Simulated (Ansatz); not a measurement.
## Fields on a plane of CoSn (CoSn type, space group P6/mmm)

```
CoSn
1.0
    5.29399     0.00000     0.00000
   -2.64700     4.58473     0.00000
    0.00000     0.00000     4.23543
Co Sn
3 3
Direct
  0.50000   0.00000   0.00000
  0.50000   0.50000   0.00000
  0.00000   0.50000   0.00000
  0.00000   0.00000   0.00000
  0.33333   0.66667   0.50000
  0.66667   0.33333   0.50000
```

The slice is a (-1 2 -1 0) plane (indices of the conventional cell) through the point (0.500, 0.000, 0.000) (fractional), spanned by u = [001] and v = [210] in vectors of this cell: u (4.24 Å) and v (9.17 Å, at 90° to u). It covers one period; positions are fractions (u, v).

Atoms on it: Co at (0.00, 0.00); Co at (0.00, 0.50).

Method: PBE (plane waves to 420 eV, PAW, scalar-relativistic; Ansatz, a first-principles code). k mesh 10×10×11. These are valence fields of a PAW run, semicore shells included where kept as valence: close to a nucleus they are smooth pseudo fields. CoSn is run without spin polarisation. CoSn was relaxed with its symmetry unable to fall.

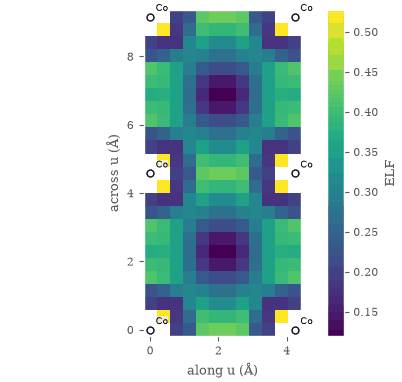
Figure: Electron localisation function (ELF), one period of the plane, atoms marked. Points within 0.5 Å of a nucleus are left white, as the pseudised field means little there.

| v \ u | 0.00 | 0.18 | 0.36 | 0.55 | 0.73 | 0.91 |
|---|---|---|---|---|---|---|
| 0.88 | 4.1 | 6.8 | 5.8 | 4.3 | 7.1 | 5.1 |
| 0.75 | 2.5 | 5.9 | 7.9 | 7.8 | 7.4 | 3.6 |
| 0.62 | 4.1 | 6.8 | 5.8 | 4.3 | 7.1 | 5.1 |
| 0.50 | x | x | 5.1 | 4.2 | 3.6 | x |
| 0.38 | 4.1 | 6.8 | 5.8 | 4.3 | 7.1 | 5.1 |
| 0.25 | 2.5 | 5.9 | 7.9 | 7.8 | 7.4 | 3.6 |
| 0.12 | 4.1 | 6.8 | 5.8 | 4.3 | 7.1 | 5.1 |
| 0.00 | x | x | 5.1 | 4.2 | 3.6 | x |

Values: electrostatic potential energy of an electron, from the cell's mean, in eV. Points within 1 Å of a nucleus are blanked (x), as the pseudised field means little there. The zero, the cell's mean, hangs on the PAW cores.
